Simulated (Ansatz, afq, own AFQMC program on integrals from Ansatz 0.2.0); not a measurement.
# BH₃Cl (doublet): quantum Monte Carlo beside coupled cluster at distance B1–H4 along a hydrogen transfer = 1.194 Å, cc-pVTZ

Aim: compute BH₃Cl (doublet) with auxiliary-field quantum Monte Carlo on the same integrals as coupled cluster, and set the energies side by side.

The runs use Ansatz 0.2.0, Gaussian basis, and an in-house AFQMC program (afq) on its integrals; all values are calculated; cc-pVTZ, frozen cores.

To be run: PBE (unrestricted); r2SCAN (unrestricted); PBE0 (unrestricted); CCSD(T) on UHF; B3LYP (unrestricted); wB97M-V (unrestricted); B2PLYP (unrestricted); Phaseless AFQMC, CISD trial on UHF.

### Step 1. What is computed

The geometry derives from fragments relaxed apart (PBE0/def2-TZVP) and kept rigid, so it is no stationary point. A hydrogen atom is moved between rigid fragments.

5 atoms, charge 0, spin multiplicity 2.

Atoms are counted from 1 here; the program's logs count them from 0.

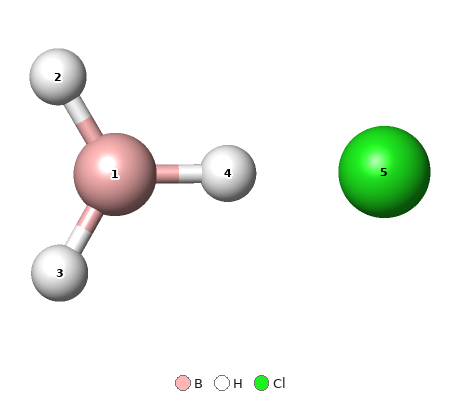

The geometry (boron pink, hydrogen white, chlorine green); atoms are numbered from 1 in the order of the file.

Coordinates:

```xyz
5
charge 0, multiplicity 2
B    -2.0529    0.0000    0.0000
H    -2.6496    1.0336    0.0000
H    -2.6496   -1.0336    0.0000
H    -0.8594    0.0000    0.0000
Cl    0.8011    0.0000    0.0000
```

### Step 2. PBE (unrestricted)

The input, in.yaml:

```yaml
crystal:
  periodic: [false, false, false]
  atoms:
    - {symbol: B, position_ang: [-2.052898, 0.000000, 0.000000]}
    - {symbol: H, position_ang: [-2.649631, 1.033571, 0.000000]}
    - {symbol: H, position_ang: [-2.649631, -1.033571, 0.000000]}
    - {symbol: H, position_ang: [-0.859433, 0.000000, 0.000000]}
    - {symbol: Cl, position_ang: [0.801102, 0.000000, 0.000000]}
basis:
  gaussian: {orbitals: cc-pVTZ}
magnetization: {spin_polarized: true, initial_magnetization: 1}
hamiltonian: {xc: {name: PBE}}
output: {orbitals: {seedname: orbitals}}
```

Run with:

```console
ansatz run in.yaml --threads 1 --pin off --events-out ev --progress --plain --max-ram 8192MiB --backend cpu
```

Standard output:

```text
Functional definition: PBE
  name "PBE"
  cite "Perdew, Burke & Ernzerhof, Phys. Rev. Lett. 77, 3865 (1996) doi:10.1103/PhysRevLett.77.3865"
  parent pbe
  parameter kappa = 0.804
  parameter beta = 0.06672455060314922
  exchange = pbe_x(kappa = kappa, mu = beta*pi^2/3)
  correlation = pbe_c(beta = beta)
665 factors; their error is unknown
mean field evaluation 1: about -13237.4270 eV, gradient 1.5e1 eV
mean field evaluation 2: about -13236.1806 eV, gradient 1.9e1 eV
mean field evaluation 4: about -13239.1646 eV, gradient 8.3e-1 eV
mean field evaluation 8: about -13239.1683 eV, gradient 2.5e-2 eV
mean field evaluation 16: about -13239.1463 eV, gradient 1.4e-5 eV
mean field evaluation 32: about -13238.3045 eV, gradient 2.5e0 eV
mean field -13239.14628283 eV, -486.5296520784 hartree, gradient 1.4e-5 eV, S^2 0.752357; 3 other end points of the search recorded, 0 dependent functions left out
reference -13239.14631711 eV, -486.5296533382 hartree; 13, 12 occupied and 93, 94 virtual orbitals, 665 factors
Total energy: -13239.14631711 eV, -486.5296533382 hartree
```

Wall time 3.3 s (1 thread of AMD EPYC 7R13 (Zen 3), shared host); peak memory 0.72 GiB.

From the report: ⟨S²⟩ of the determinant 0.752 (pure doublet: 0.75).

### Step 3. r2SCAN (unrestricted)

Changes to in.yaml since step 2:

```diff
@@ -11,3 +11,2 @@
 magnetization: {spin_polarized: true, initial_magnetization: 1}
-hamiltonian: {xc: {name: PBE}}
-output: {orbitals: {seedname: orbitals}}
+hamiltonian: {xc: {name: r2SCAN}}
```

Launched as before.

Standard output:

```text
Functional definition: r2SCAN
  name "r2SCAN"
  cite "Furness, Kaplan, Ning, Perdew & Sun, J. Phys. Chem. Lett. 11, 8208 (2020) doi:10.1021/acs.jpclett.0c02405"
  cite "Furness, Kaplan, Ning, Perdew & Sun, J. Phys. Chem. Lett. 11, 9248 (2020) doi:10.1021/acs.jpclett.0c03077"
  parent r2scan
  parameter k0 = 0.174
  parameter k1 = 0.065
  parameter a1 = 4.9479
  exchange = r2scan_x(k0 = k0, k1 = k1, a1 = a1)
  correlation = r2scan_c
665 factors; their error is unknown
mean field evaluation 1: about -13243.1204 eV, gradient 1.3e1 eV
mean field evaluation 2: about -13242.9041 eV, gradient 1.4e1 eV
mean field evaluation 4: about -13244.2873 eV, gradient 6.3e-1 eV
mean field evaluation 8: about -13244.2686 eV, gradient 2.5e-1 eV
mean field evaluation 16: about -13244.2688 eV, gradient 3.9e-5 eV
mean field -13244.26878214 eV, -486.7179004560 hartree, gradient 3.9e-5 eV, S^2 0.755582; 0 other end points of the search recorded, 0 dependent functions left out
reference -13244.26879337 eV, -486.7179008686 hartree; 13, 12 occupied and 93, 94 virtual orbitals, 665 factors
Total energy: -13244.26879337 eV, -486.7179008686 hartree
```

Run time: 3.1 s. Hardware: 1 thread of AMD EPYC 7R13 (Zen 3), shared host; peak memory 0.72 GiB.

From the report: ⟨S²⟩ of the determinant 0.756 (pure doublet: 0.75).

### Step 4. PBE0 (unrestricted)

Changes to in.yaml since step 3:

```diff
@@ -11,2 +11,3 @@
 magnetization: {spin_polarized: true, initial_magnetization: 1}
-hamiltonian: {xc: {name: r2SCAN}}
+hamiltonian: {xc: {name: PBE0}}
+output: {orbitals: {seedname: orbitals}}
```

Same command.

Standard output:

```text
Functional definition: PBE0
  name "PBE0"
  cite "Adamo & Barone, J. Chem. Phys. 110, 6158 (1999) doi:10.1063/1.478522"
  cite "Perdew, Burke & Ernzerhof, Phys. Rev. Lett. 77, 3865 (1996) doi:10.1103/PhysRevLett.77.3865"
  parent pbe
  parameter a = 0.25
  parameter kappa = 0.804
  parameter beta = 0.06672455060314922
  exchange = (1 - a)*pbe_x(kappa = kappa, mu = beta*pi^2/3) + a*exact_x
  correlation = pbe_c(beta = beta)
691 factors; their error is unknown
mean field evaluation 1: about -13239.7724 eV, gradient 9.2e0 eV
mean field evaluation 2: about -13240.1149 eV, gradient 5.7e0 eV
mean field evaluation 4: about -13240.3369 eV, gradient 5.6e-1 eV
mean field evaluation 8: about -13240.4073 eV, gradient 1.9e-2 eV
mean field evaluation 16: about -13240.4073 eV, gradient 1.2e-5 eV
mean field -13240.40725279 eV, -486.5759918696 hartree, gradient 1.2e-5 eV, S^2 0.755043; 0 other end points of the search recorded, 0 dependent functions left out
reference -13240.40727867 eV, -486.5759928207 hartree; 13, 12 occupied and 93, 94 virtual orbitals, 691 factors
Total energy: -13240.40727867 eV, -486.5759928207 hartree
```

It took 1.9 s on 1 thread of AMD EPYC 7R13 (Zen 3), shared host; peak memory 0.72 GiB.

From the report: ⟨S²⟩ of the determinant 0.755 (pure doublet: 0.75).

### Step 5. CCSD(T) on UHF

Changes to in.yaml since step 4:

```diff
@@ -11,3 +11,2 @@
 magnetization: {spin_polarized: true, initial_magnetization: 1}
-hamiltonian: {xc: {name: PBE0}}
-output: {orbitals: {seedname: orbitals}}
+correlation: {method: ccsd_t, electrons: outside_noble_gas, hamiltonian_folder: ham}
```

Run with:

```console
ansatz run in.yaml --threads 1 --pin off --events-out ev --progress --plain --max-ram 24576MiB --backend cuda --devices 0, --max-vram 18GiB
```

Standard output, shortened:

```text
Functional definition: HF
  name "HF"
  cite "Fock, Z. Phys. 61, 126 (1930) doi:10.1007/BF01340294"
  parent pbe
[...]
600 factors; integrals over basis functions are off by at most 1.1e-3 eV
[...]
mean field -13220.96362670 eV, -485.8614517903 hartree, gradient 4.7e-6 eV, S^2 0.769277; 6 other end points of the search recorded, 0 dependent functions left out
determinant -13220.96362670 eV, -485.8614517903 hartree, with singles and doubles -13230.10717709 eV, -486.1974710695 hartree
determinant -13219.52478105 eV, -485.8085751879 hartree, with singles and doubles -13228.57302049 eV, -486.1410918540 hartree
determinant -13219.49036519 eV, -485.8073104285 hartree, with singles and doubles -13228.53829649 eV, -486.1398157709 hartree
6 core orbitals not correlated: weight in the atoms' cores, before any rotation towards them, 1.000 or more for the frozen orbitals, at most 0.000 for the correlated occupied ones
reference -13220.96362670 eV, -485.8614517903 hartree; 7, 6 occupied and 93, 94 virtual orbitals, 600 factors
second order -7.89846440 eV of doubles, -0.00000000 eV of singles
cycle   1  -9.01835375 eV  change   -4.3e-1 eV  update   1.7e-2
[...]
cycle   9  -9.02884922 eV  change   -2.3e-7 eV  update   8.0e-6
perturbative correction -0.28762898 eV, -0.0105701702 hartree
Total energy: -13230.28010490 eV, -486.2038260493 hartree
```

It took 11 s on 1 × NVIDIA H100 80GB HBM3 with 1 thread of AMD EPYC 7R13 (Zen 3), shared host; peak host memory 0.8 GiB.

From the report: ⟨S²⟩ of the determinant 0.769 (pure doublet: 0.75); correlation -9.3165 eV; T1 0.014; largest double amplitude 0.04.

This run also writes the integrals to the folder ham.

### Step 6. B3LYP (unrestricted)

Changes to in.yaml since step 5:

```diff
@@ -11,2 +11,2 @@
 magnetization: {spin_polarized: true, initial_magnetization: 1}
-correlation: {method: ccsd_t, electrons: outside_noble_gas, hamiltonian_folder: ham}
+hamiltonian: {xc: {name: B3LYP}}
```

Run with:

```console
ansatz run in.yaml --threads 1 --pin off --events-out ev --progress --plain --max-ram 8192MiB --backend cpu
```

Standard output:

```text
Functional definition: B3LYP
  name "B3LYP"
  cite "Stephens, Devlin, Chabalowski & Frisch, J. Phys. Chem. 98, 11623 (1994) doi:10.1021/j100096a001"
  cite "Becke, Phys. Rev. A 38, 3098 (1988) doi:10.1103/PhysRevA.38.3098"
  cite "Lee, Yang & Parr, Phys. Rev. B 37, 785 (1988) doi:10.1103/PhysRevB.37.785"
  cite "Vosko, Wilk & Nusair, Can. J. Phys. 58, 1200 (1980) doi:10.1139/p80-159"
  parameter a0 = 0.2
  parameter ax = 0.72
  parameter ac = 0.81
  exchange = (1 - a0 - ax)*slater_x + ax*b88_x + a0*exact_x
  correlation = (1 - ac)*vwn_rpa_c + ac*lyp_c
680 factors; their error is unknown
mean field evaluation 1: about -13245.6581 eV, gradient 1.1e1 eV
mean field evaluation 2: about -13246.0095 eV, gradient 8.2e0 eV
mean field evaluation 4: about -13246.4797 eV, gradient 5.9e-1 eV
mean field evaluation 8: about -13246.5310 eV, gradient 2.6e-2 eV
mean field -13246.53099264 eV, -486.8010351584 hartree, gradient 3.7e-5 eV, S^2 0.753883; 0 other end points of the search recorded, 0 dependent functions left out
reference -13246.53121537 eV, -486.8010433433 hartree; 13, 12 occupied and 93, 94 virtual orbitals, 680 factors
Total energy: -13246.53121537 eV, -486.8010433433 hartree
```

It took 1.8 s on 1 thread of AMD EPYC 7R13 (Zen 3), shared host; peak memory 0.72 GiB.

From the report: ⟨S²⟩ of the determinant 0.754 (pure doublet: 0.75).

### Step 7. wB97M-V (unrestricted)

Changes to in.yaml since step 6:

```diff
@@ -11,2 +11,3 @@
 magnetization: {spin_polarized: true, initial_magnetization: 1}
-hamiltonian: {xc: {name: B3LYP}}
+hamiltonian: {xc: {name: wB97M-V}}
+output: {orbitals: {seedname: orbitals}}
```

The command is unchanged.

Standard output, shortened:

```text
Functional definition: wB97M-V
  name "wB97M-V"
  cite "Mardirossian & Head-Gordon, J. Chem. Phys. 144, 214110 (2016) doi:10.1063/1.4952647"
  cite "Becke, J. Chem. Phys. 107, 8554 (1997) doi:10.1063/1.475007"
  cite "Vydrov & Van Voorhis, J. Chem. Phys. 133, 244103 (2010) doi:10.1063/1.3521275"
  # Of w^i u^j: cxij and so on, Table III.
[...]
  gx(w, u) = 1 - cx + cx01*u + cx10*w
  gss(w, u) = css00 + css04*u^4 + css10*w + css20*w^2 + css43*w^4*u^3
  gos(w, u) = cos00 + cos10*w + (cos20 + cos21*u)*w^2 + (cos60 + cos61*u)*w^6
[...]
      + integral(e_c_pw_mod_opposite_spin*gos(b97_w_opposite, b97_u_opposite)) + vv10(b, c)
668 factors; their error is unknown
141 factors; integrals over basis functions are off by at most 6.7e-5 eV
[...]
mean field -13244.22658757 eV, -486.7163498340 hartree, gradient 6.1e-5 eV, S^2 0.753283; 2 other end points of the search recorded, 0 dependent functions left out
reference -13244.22662673 eV, -486.7163512730 hartree; 13, 12 occupied and 93, 94 virtual orbitals, 668 factors
Total energy: -13244.22662673 eV, -486.7163512730 hartree
```

It took 7 s on 1 thread of AMD EPYC 7R13 (Zen 3), shared host; peak memory 0.86 GiB.

From the report: ⟨S²⟩ of the determinant 0.753 (pure doublet: 0.75).

### Step 8. B2PLYP (unrestricted)

Changes to in.yaml since step 7:

```diff
@@ -11,3 +11,3 @@
 magnetization: {spin_polarized: true, initial_magnetization: 1}
-hamiltonian: {xc: {name: wB97M-V}}
-output: {orbitals: {seedname: orbitals}}
+hamiltonian: {xc: {name: B2PLYP}}
+correlation: {electrons: outside_noble_gas}
```

The command is unchanged.

Standard output, shortened:

```text
Functional definition: B2PLYP
  name "B2PLYP"
  cite "Grimme, J. Chem. Phys. 124, 034108 (2006) doi:10.1063/1.2148954"
  cite "Becke, Phys. Rev. A 38, 3098 (1988) doi:10.1103/PhysRevA.38.3098"
  cite "Lee, Yang & Parr, Phys. Rev. B 37, 785 (1988) doi:10.1103/PhysRevB.37.785"
[...]
600 factors; integrals over basis functions are off by at most 1.1e-3 eV
[...]
mean field -13238.70334026 eV, -486.5133742391 hartree, gradient 4.9e-6 eV, S^2 0.759018; 2 other end points of the search recorded, 0 dependent functions left out
6 core orbitals not correlated: weight in the atoms' cores, before any rotation towards them, 1.000 or more for the frozen orbitals, at most 0.000 for the correlated occupied ones
reference -13238.70348215 eV, -486.5133794536 hartree; 7, 6 occupied and 93, 94 virtual orbitals, 600 factors
second order -9.67402850 eV of doubles, -0.00000000 eV of singles
Total energy: -13241.31546985 eV, -486.6093682310 hartree
```

Run time: 3 s. Hardware: 1 thread of AMD EPYC 7R13 (Zen 3), shared host; peak memory 1.6 GiB.

From the report: ⟨S²⟩ of the determinant 0.759 (pure doublet: 0.75).

### Step 9. Phaseless AFQMC, CISD trial on UHF

It reads the integrals that the CCSD(T) run on this determinant wrote.

Run with:

```console
afq ham --method phaseless --trial cisd --walkers 900 --populations 20 --least-time 60 --time-step 0.005 --steps-per-block 50 --equilibration-blocks 28 --max-blocks 4000 --target-error 0.00021 --factor-cut 1e-05 --start spin_pure --seed 4980 --release-times 0.24,0.51,0.99,1.62,2.4 --release-step 0.03 --release-every 3 --taylor-order 6
```

Standard output:

```text
orbitals 100  electrons 7 6  factors 592 of 600
reference energy -485.86145179 Eh
CCSD correlation -0.33180423 Eh in 11 cycles, weight of the determinant in the CISD state 0.8715
energy of the start -486.192361 Eh
 block  time / (1/Eh)  mean weight  energy / Eh
     1     0.250  0.9998  -486.188030
     2     0.500  1.0000  -486.191538
     3     0.750  0.9998  -486.196755
     4     1.000  1.0003  -486.198377
     5     1.250  0.9998  -486.201325
     6     1.500  1.0002  -486.203037
     7     1.750  1.0003  -486.202146
     8     2.000  0.9997  -486.202870
     9     2.250  0.9996  -486.201347
    10     2.500  1.0007  -486.202640
    13     3.250  0.9999  -486.204897
    17     4.250  0.9998  -486.204557
    21     5.250  0.9996  -486.205181
    25     6.250  0.9996  -486.203332
    29     7.250  1.0008  -486.205219
    33     8.250  0.9998  -486.205490
    37     9.250  0.9994  -486.204724
    41    10.250  0.9998  -486.206370
    45    11.250  1.0005  -486.204290
    49    12.250  1.0002  -486.207077
    53    13.250  0.9999  -486.205855
    57    14.250  1.0004  -486.205753
    61    15.250  0.9998  -486.205633
    65    16.250  1.0000  -486.203990
    69    17.250  1.0003  -486.203958
    73    18.250  1.0003  -486.204544
    77    19.250  0.9997  -486.204539
    81    20.250  0.9995  -486.206511
    85    21.250  1.0002  -486.204478
    89    22.250  1.0006  -486.204863
    93    23.250  1.0008  -486.204838
    97    24.250  1.0002  -486.204253
   101    25.250  0.9997  -486.205502
   105    26.250  1.0006  -486.205800
   109    27.250  1.0002  -486.204842
   113    28.250  1.0006  -486.203204
   117    29.250  1.0000  -486.205040
   121    30.250  1.0001  -486.205925
   125    31.250  0.9990  -486.204978
   129    32.250  0.9993  -486.205683
   133    33.250  1.0001  -486.206059
   137    34.250  1.0002  -486.205493
   141    35.250  0.9997  -486.203057
   145    36.250  1.0000  -486.204808
   149    37.250  0.9999  -486.204548
   153    38.250  1.0003  -486.205080
   157    39.250  1.0003  -486.203479
   161    40.250  0.9979  -486.204953
   165    41.250  1.0004  -486.207123
error from the spread of 20 populations
released: time / (1/Eh)  energy / Eh  error  mean overlap
  0.24  -486.205200  0.000139  0.9990
  0.51  -486.205473  0.000132  0.9920
  0.99  -486.205847  0.000265  0.9859
  1.62  -486.205458  0.000208  0.9757
  2.40  -486.205468  0.000314  0.9661
energy -486.205015 +/- 0.000199 Eh
```

Wall time 3.5 min (1 × NVIDIA H100 80GB HBM3 with 2 threads of AMD EPYC 7R13 (Zen 3), shared host); peak host memory 1.6 GiB.

Energy -13230.3125 ± 0.0054 eV. Caveats: constraint bias not in the error.

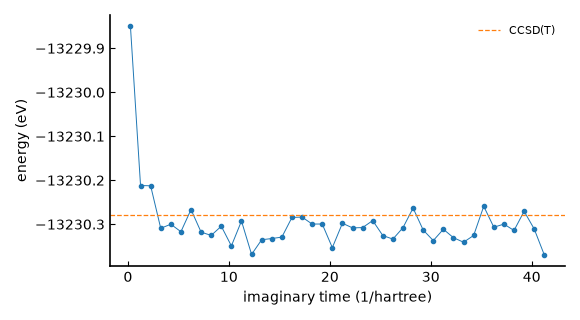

Block energies along the walk.

### Step 10. All levels side by side

On the UHF determinant, counted from CCSD(T) (a yardstick, not exact):

```tsv
level	energy (eV)	from CCSD(T) (meV)	statistical error (meV)	time
HF	-13220.9636	+9316.5		
MP2	-13228.8621	+1418.0		
CCSD	-13229.9925	+287.6		
CCSD(T)	-13230.2801	0.0		
Phaseless AFQMC, CISD trial, step 0.005, 900 walkers	-13230.3125	-32.4	5.4	3.5 min
```

The functionals' totals stand on their own zeros and serve differences with other points: PBE -13239.146 eV; r2SCAN -13244.269 eV; PBE0 -13240.407 eV; B3LYP -13246.531 eV; wB97M-V -13244.227 eV; B2PLYP -13241.315 eV.

### Step 11. What came out

| quantity | value |
| --- | --- |
| Phaseless AFQMC, CISD trial on UHF from CCSD(T) | -32.4 ± 5.4 meV |

In words: On UHF the phaseless walk with the CISD trial lies -32.4 meV from CCSD(T), 6 times its error bar. Error bars are statistical and leave out the constraint, the time step and what remains of the start.
